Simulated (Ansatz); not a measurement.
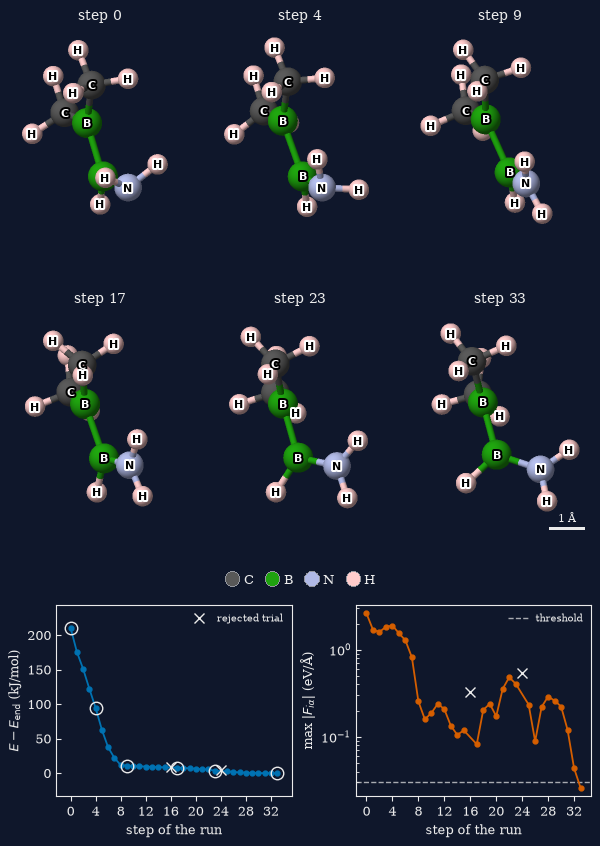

Frames of a relaxation of C$_{2}$H$_{9}$B$_{2}$N (coarse preliminary run), marked on the history of the run. A ball-and-stick model, seen from a free direction.

The start comes from a force field.

The calculation used RKS PBE-D4/def2-SVP in Ansatz 0.2.0.

The input:
```yaml
crystal:
  periodic: [false, false, false]
  atoms:
    - {symbol: C, position_ang: [-0.475300, 1.365800, -0.049800]}
    - {symbol: B, position_ang: [0.110800, 0.004700, 0.340100]}
    - {symbol: C, position_ang: [0.696400, -0.219900, 1.777800]}
    - {symbol: B, position_ang: [0.219000, -1.232500, -0.764900]}
    - {symbol: N, position_ang: [-0.427700, -1.082400, -2.179100]}
    - {symbol: H, position_ang: [-0.461500, 2.141100, 0.783500]}
    - {symbol: H, position_ang: [0.050900, 1.834300, -0.925600]}
    - {symbol: H, position_ang: [-1.551300, 1.285700, -0.341400]}
    - {symbol: H, position_ang: [1.807000, -0.469100, 1.743200]}
    - {symbol: H, position_ang: [0.191600, -1.048200, 2.319400]}
    - {symbol: H, position_ang: [0.624600, 0.697900, 2.427100]}
    - {symbol: H, position_ang: [0.640600, -2.269800, -0.432200]}
    - {symbol: H, position_ang: [-1.481200, -0.773100, -2.074500]}
    - {symbol: H, position_ang: [0.043300, -0.263800, -2.594700]}
basis:
  gaussian: {orbitals: def2-SVP}
hamiltonian: {xc: pbe, dispersion: d4}
relax: {f_tol: 0.03, max_steps: 200}
```

Launched with:
```bash
ansatz run in.yaml --threads 4 --pin off --events-out ev --progress --plain --max-ram 10444MiB
```

Question: Describe the path.

Answer: H14 moves most after the best rigid fit: 2.31 Å. By element the largest moves are H 2.31 Å, N 0.64 Å, C 0.61 Å, B 0.49 Å. Among the contacts that change: B4–N5 1.562 → 1.404 Å, N5–H13 1.103 → 1.021 Å, B4–H12 1.168 → 1.231 Å, C1–B2 1.532 → 1.581 Å. Bond angles that change, for instance: B4–N5–H14 104.6° → 124.3°, B4–N5–H13 109.7° → 123.2°, H13–N5–H14 104.6° → 112.5°. Groups turn about B2–B4 by about 85°, B2–C3 by about 25°, C1–B2 by about 25°. The energy falls by 210.5 kJ/mol in 31 accepted moves (33 points after the start). The largest force component goes from 2.6 to 0.026 eV/Å. The line search rejected the trial steps at points 16, 24 of the run. Cost: 33 s on 4 threads of Arm Neoverse V2, with other jobs on the host. From step 0 to 4: H13 moves most (0.76 Å), energy −116.1 kJ/mol. From step 4 to 9: H13 moves most (0.85 Å), energy −83.6 kJ/mol. From step 9 to 17: H12 moves most (0.60 Å), energy −2.73 kJ/mol. From step 17 to 23: H atoms move most (0.79 Å), energy −4.34 kJ/mol. From step 23 to 33: H14 moves most (0.73 Å), energy −3.72 kJ/mol.

| step | E − E(0), kJ/mol | largest force component, eV/Å | note |
| --- | --- | --- | --- |
| 0 | 0.00 | 2.6103 |  |
| 1 | -34.70 | 1.6959 |  |
| 2 | -59.39 | 1.6029 |  |
| 3 | -88.28 | 1.8352 |  |
| 4 | -116.06 | 1.8929 |  |
| 5 | -147.75 | 1.5490 |  |
| 6 | -173.10 | 1.2811 |  |
| 7 | -188.34 | 0.8171 |  |
| 8 | -198.65 | 0.2553 |  |
| 9 | -199.68 | 0.1588 |  |
| 10 | -200.39 | 0.1881 |  |
| 11 | -200.49 | 0.2398 |  |
| 12 | -200.79 | 0.2076 |  |
| 14 | -201.51 | 0.1053 |  |
| 15 | -201.99 | 0.1189 |  |
| 16 | -201.79 | 0.3252 | rejected |
| 17 | -202.41 | 0.0823 |  |
| 18 | -202.84 | 0.2036 |  |
| 20 | -203.91 | 0.1726 |  |
| 21 | -204.78 | 0.3557 |  |
| 22 | -204.98 | 0.4836 |  |
| 23 | -206.75 | 0.4072 |  |
| 25 | -207.92 | 0.2344 |  |
| 26 | -208.69 | 0.0889 |  |
| 27 | -209.27 | 0.2209 |  |
| 28 | -209.64 | 0.2901 |  |
| 29 | -209.92 | 0.2606 |  |
| 31 | -210.38 | 0.1204 |  |
| 32 | -210.44 | 0.0437 |  |
| 33 | -210.47 | 0.0260 |  |
